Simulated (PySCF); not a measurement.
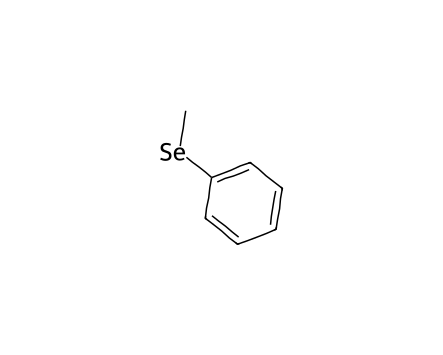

Computed geometry: GFN2-xTB optimisation. No frequency run is at hand to confirm it as a minimum. Level of theory: PBE0/pcSseg-1, gas phase (PySCF 2.14.0).

What does the calculation give?

The species is C7H8Se (`C[Se]c1ccccc1`).
- dipole moment: 1.30 D
- HOMO energy (Kohn–Sham orbital): −5.92 eV
- LUMO energy (Kohn–Sham orbital): −0.28 eV
- HOMO–LUMO gap: 5.64 eV

The geometry is semi-empirical. Around Se such bond lengths and angles can be off by a tenth of an ångström or more and by several degrees, and values that hang on the shape move with them.
